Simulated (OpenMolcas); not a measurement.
# BF2 (SMILES F[B]F): levels of theory compared

We compute a comparison of 6 runs (UHF/STO-3G, U-r2SCAN/STO-3G, UB3LYP/STO-3G, UPBE/STO-3G, UPBE0/STO-3G, USVWN5/STO-3G) of BF2. 

The results are computed with OpenMolcas 26.06.

3 further runs of the same task are left out: 1 for a known fault of the program, 2 set aside as unsound or not needed.

### 1 The system as given

The species is BF2 (3 atoms), meant as a doublet with charge 0. SMILES: `F[B]F`. The F1–B2 distance was set to 3.265 Å, away from the relaxed value. At this shape a bond of the SMILES string is far longer than usual.

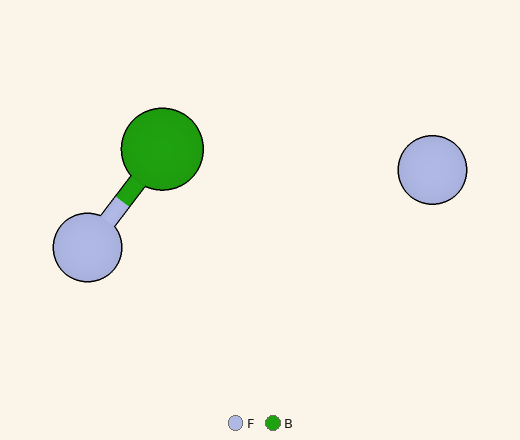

Viewed from a chosen angle; fluorine light blue, boron green.

### 2 The energy at UHF/STO-3G (run 1)

Contents of struct.xyz:

```xyz
3

F      0.864247    -2.971483     0.128050
B      0.279000     0.240500     0.181300
F     -0.802900     0.738900    -0.354600
```

Contents of run.input:

```
* BF2 Hartree-Fock

&gateway
 baslib = $CurrDir
 coord = struct.xyz
 basis = STO-3G
 group = NoSym

&seward

&scf
 uhf
 spin = 2
 thresholds = 1e-10 1e-07 1e-07 1e-05
 prorbitals = 1 1
```

The basis set STO-3G is read from a file made from the Basis Set Exchange's data (not shown).

Started as:

```console
$ export MOLCAS_MEM=1860
$ pymolcas run.input > run.log
```

Output:

```text
--- Start Module: gateway ---
[...]
--- Stop Module: gateway /rc=_RC_ALL_IS_WELL_ ---
--- Start Module: seward ---
[...]
      Basis functions           15
--- Stop Module: seward /rc=_RC_ALL_IS_WELL_ ---
--- Start Module: scf ---
[...]
       Convergence after  30 Iterations
[...]
::    Total SCF energy                               -220.3391190677
[...]
      Total spin, S                                     0.5006559245
[...]
      Total electronic charge=   23.000000
      Total            charge=   -0.000000
[...]
      Dipole Moment (debye):
      Origin of the operator (angstrom)=    0.0865   -0.8115   -0.0471
                   X= -7.7368E-01               Y=  3.6391E-01               Z= -3.8236E-01           Total=  9.3659E-01
      Quadrupole Moment (debye*angstrom):
[...]
--- Stop Module: scf /rc=_RC_ALL_IS_WELL_ ---
[...]
```

Run time: 3.3 s. Hardware: 1 thread of Arm Neoverse N1, shared host; peak memory 0.37 GiB.

### 3 The energy at U-r2SCAN/STO-3G (run 2)

struct.xyz is that of step 2.

Contents of run.inp:

```
* BF2 Kohn-Sham DFT

&GATEWAY
 BASLIB = $CurrDir
 COORD = struct.xyz
 BASIS = STO-3G
 GROUP = NoSym

&SEWARD
 GRIDINPUT
 Grid=UltraFine
 End of Grid

&SCF
 UHF
 SPIN = 2
 KSDFT = 2
 1.0 MGGA_X_R2SCAN
 1.0 MGGA_C_R2SCAN
 THRESHOLDS = 1e-10 1e-07 1e-07 1e-05
 PRORBITALS = 1 1
```

The basis set STO-3G is read from a file made from the Basis Set Exchange's data (not shown).

Started as:

```console
$ export MOLCAS_MEM=1860
$ pymolcas run.inp > run.log
```

Output:

```text
--- Start Module: gateway ---
[...]
--- Stop Module: gateway /rc=_RC_ALL_IS_WELL_ ---
--- Start Module: seward ---
[...]
      Basis functions           15
--- Stop Module: seward /rc=_RC_ALL_IS_WELL_ ---
--- Start Module: scf ---
[...]
       Convergence after  29 Iterations
[...]
::    Total KS-DFT energy                            -221.0802248189
[...]
      Total spin, S                                     0.5000171936
[...]
      Total electronic charge=   23.000000
      Total            charge=   -0.000000
[...]
      Dipole Moment (debye):
      Origin of the operator (angstrom)=    0.0865   -0.8115   -0.0471
                   X= -1.1915E+00               Y=  5.2350E-01               Z= -5.9313E-01           Total=  1.4302E+00
      Quadrupole Moment (debye*angstrom):
[...]
--- Stop Module: scf /rc=_RC_ALL_IS_WELL_ ---
[...]
```

Wall time 14 s (1 thread of Arm Neoverse N1, shared host); peak memory 0.37 GiB.

Runs 3 to 5 aren't shown in full; the table further down has their settings and results.

### 4 A single-point energy at USVWN5/STO-3G (run 6)

struct.xyz is that of step 3.

Contents of run.inp:

```
>>> EXPORT MOLCAS_PRINT=2
&GATEWAY
BasLib=$CurrDir
Coord=struct.xyz
Basis=STO-3G
Group=NoSym
&SEWARD
GridInput
Grid=UltraFine
End of Grid
&SCF
UHF
Spin=2
KSDFT=SVWN5
Thresholds=1e-10 1e-07 1e-07 1e-05
PrOrbitals=1 1
```

The basis set STO-3G is read from a file made from the Basis Set Exchange's data (not shown).

Started as:

```console
$ export MOLCAS_MEM=1860
$ pymolcas run.inp > run.log
```

Output:

```text
--- Start Module: gateway ---
[...]
--- Stop Module: gateway /rc=_RC_ALL_IS_WELL_ ---
--- Start Module: seward ---
[...]
      Basis functions           15
--- Stop Module: seward /rc=_RC_ALL_IS_WELL_ ---
--- Start Module: scf ---
[...]
       Convergence after  32 Iterations
[...]
::    Total KS-DFT energy                            -219.5196287028
[...]
      Total spin, S                                     0.5001481543
[...]
      Total electronic charge=   23.000000
      Total            charge=   -0.000000
[...]
      Dipole Moment (debye):
      Origin of the operator (angstrom)=    0.0865   -0.8115   -0.0471
                   X= -1.3389E+00               Y=  4.7682E-01               Z= -6.7954E-01           Total=  1.5754E+00
      Quadrupole Moment (debye*angstrom):
[...]
--- Stop Module: scf /rc=_RC_ALL_IS_WELL_ ---
[...]
```

Run time: 9.6 s. Hardware: 1 thread of Arm Neoverse N1, shared host; peak memory 0.37 GiB.

### 5 The series

```
run            level  integration grid  energy (Eh)  dipole moment (D)  HOMO energy (eV)  LUMO energy (eV)  wall time
  1       UHF/STO-3G                 –  -220.339119               0.94             -7.73              8.57      3.3 s
  2  U-r2SCAN/STO-3G         UltraFine  -221.080225               1.43             -2.62             -0.79       14 s
  3    UB3LYP/STO-3G         UltraFine  -221.135312               1.44             -3.68              0.30       14 s
  4      UPBE/STO-3G         UltraFine  -220.902394               1.75             -1.89             -1.23       12 s
  5     UPBE0/STO-3G         UltraFine  -220.955021               1.40             -3.95              0.95       12 s
  6    USVWN5/STO-3G         UltraFine  -219.519629               1.58             -1.32             -1.31      9.6 s
```

### 6 Results

```
                                 quantity          value
                      run 6: total energy  -219.51963 Eh
                     run 6: dipole moment         1.58 D
run 6: HOMO energy (highest over α and β)       -1.32 eV
 run 6: LUMO energy (lowest over α and β)       -1.31 eV
                              run 6: ⟨S²⟩          0.750
```

The dipole moment (its size) runs from 0.94 D (UHF/STO-3G) to 1.75 D (UPBE/STO-3G). Totals of different functionals can't be ranked against each other. In runs 1, 2, 3, 4, 5, 6 the basis is minimal, so the values are rough. All runs together took 65 s, the longest 14 s.
